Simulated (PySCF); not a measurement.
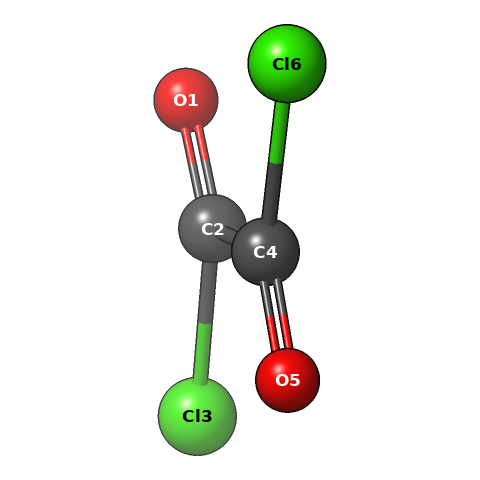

C2 lies behind C4. The molecule seen a little off the C4–C2 bond, C4 in front. Depth is shown by fading: the farther an atom, the more it takes the colour of the background. The geometry was computed by an optimisation with PBE0-D3(BJ)/def2-SVP. No frequency run is at hand to confirm it as a minimum.

What is the torsion angle Cl6–C4–C2–Cl3? The sign is positive where the front bond must turn clockwise to cover the back bond.

Answer. 178°, antiperiplanar (anti).
